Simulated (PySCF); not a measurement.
## A study: CH$_{3}$Br, SMILES `CBr`

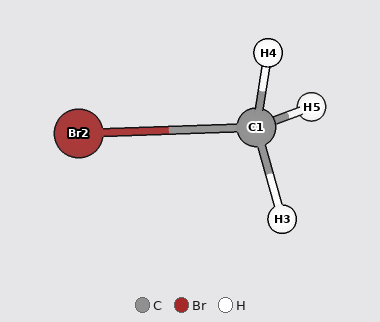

The molecule, with its atoms numbered as below. No frequency check shows the geometry to be a minimum.

Coordinates in Å:

```
C1       1.5183   -0.0000    0.0000
Br2     -0.4193    0.0000    0.0000
H3       1.8548   -1.0114    0.2035
H4       1.8548    0.6821    0.7740
H5       1.8548    0.3294   -0.9776
```

### 1. Bonding charge

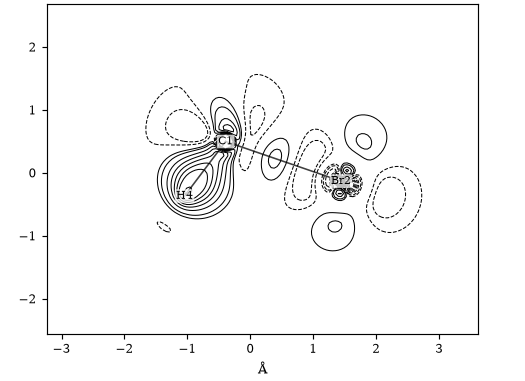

Deformation density (molecule less spherical, spin-averaged free atoms) in the plane of C1, Br2 and H4; contours at ±0.05 to ±0.8 e/Å³; solid lines: gain, dashed lines: loss.

Method: PBE/def2-SVPD; geometry: GFN2-xTB; program: PySCF.

**How much density has each bond in this plane gained at its critical point, relative to the free atoms?**

C1–H4: +0.70 e/Å³ at the bond critical point (bond length 1.08 Å). C1–Br2: +0.12 e/Å³ at the bond critical point (bond length 1.94 Å). In all, 1.1 electrons gather in the regions of gain relative to the promolecule. A small or negative value marks a very polar bond, one between electron-rich atoms, whose free-atom densities already overlap strongly, a long bond to a heavier atom, or a closed-shell contact such as a hydrogen bond.

**Where do the Hirshfeld charges lie?**

The highest Hirshfeld charge is on H3, H4 and H5 (+0.05 e), the lowest on Br2 (−0.08 e).

### 2. Bond critical points

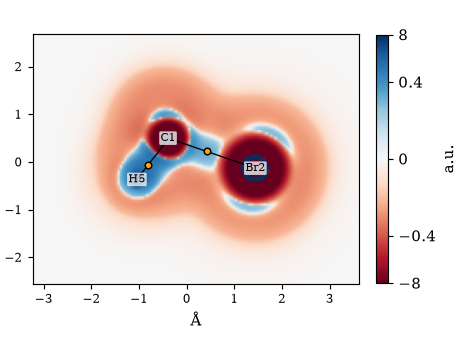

Negative Laplacian of the density (−∇²ρ) in the plane of C1, Br2 and H5 (blue positive, red negative, colour scale in a.u., logarithmic beyond ±0.04), with bond paths and bond critical points (dots).

**At which bond critical points in this plane is charge locally concentrated, and at which depleted?**

Concentrated (∇²ρ < 0): C1–H5 (−1.07 a.u.); C1–Br2 (−0.15 a.u.). At none is it depleted.

**Where along C1–H5 does the critical point lie?**

0.70 Å from C1 and 0.39 Å from H5.

### 3. Local ionisation energy

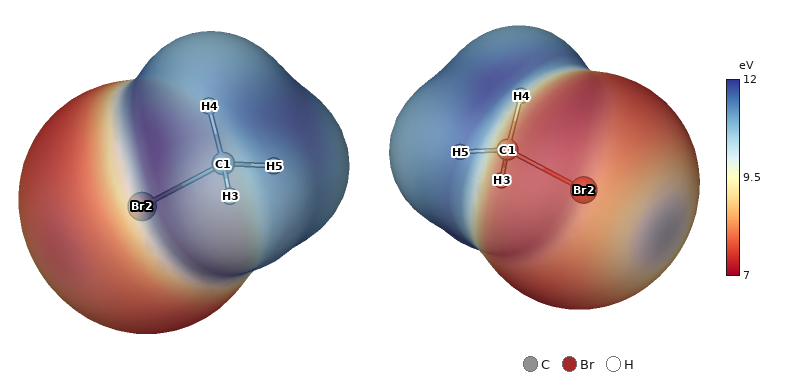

Average local ionisation energy on the surface of electron density 0.001 a.u. (back view left, front view right).

**Where are the most loosely bound electrons on this surface?**

The lowest value is 7.4 eV, 2.3 Å from Br2, and at like points elsewhere. Further minima include 10.8 eV, 1.3 Å from H4, and at like points elsewhere. For comparison, the highest occupied orbital lies at −6.7 eV.

### 4. Removing or adding an electron

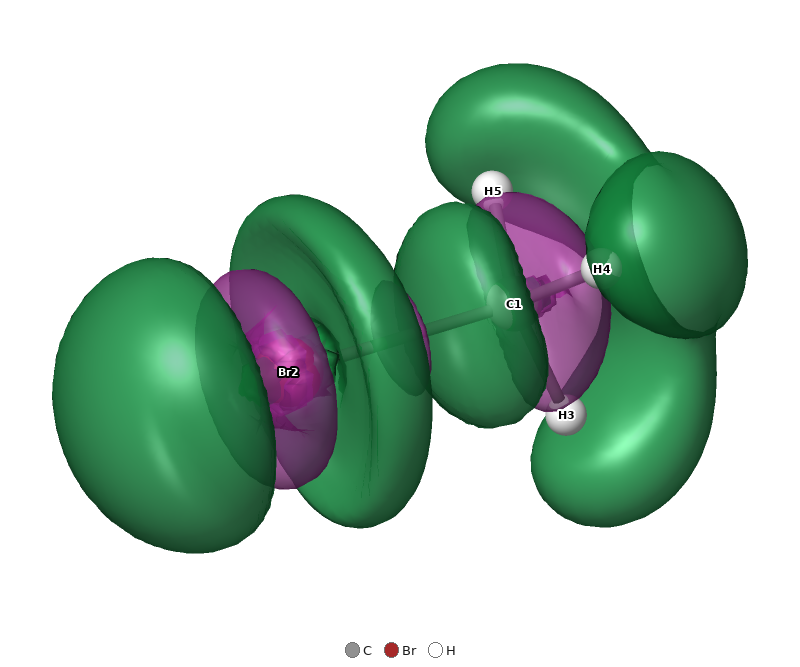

Fukui function f⁺ = ρ(N+1) − ρ(N) at fixed geometry, surfaces at ±0.02 e/Å³ (green positive, purple negative).

Level of theory: PBE0/def2-SVP (PySCF), at a geometry from GFN2-xTB.

**On which atoms does the density change most on addition of an electron?**

f⁺ (Hirshfeld-condensed) is largest on Br2 (0.43); the vertical electron affinity is −2.58 eV (the stability of the anion's solution wasn't checked; negative, but this basis has no diffuse functions, so it doesn't show that the anion is unbound). Condensed values hint at sites of nucleophilic attack but needn't mark the atom that reacts. Orbital relaxation makes it negative in places (0.11 e in all).

### 5. Localised orbitals

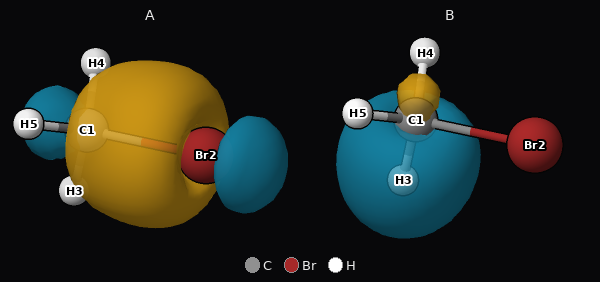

Intrinsic bond orbitals (IBO), occupied; each surface holds about 85 % of the orbital's density. Energies are diagonal elements of the Fock matrix.

Level of theory: M06-2X/def2-SVP (PySCF), at a geometry from GFN2-xTB.

**What does each orbital represent in a Lewis picture?**

By panel:
- A: σ bond Br2–C1 (Br2 54 %, C1 46 %; −15.9 eV)
- B: σ bond C1–H3 (C1 59 %, H3 41 %; −16.1 eV)

The PySCF runs shown took 5.8 s, 34 s and 5.2 s on 1 thread of Arm Neoverse V2 (shared host).
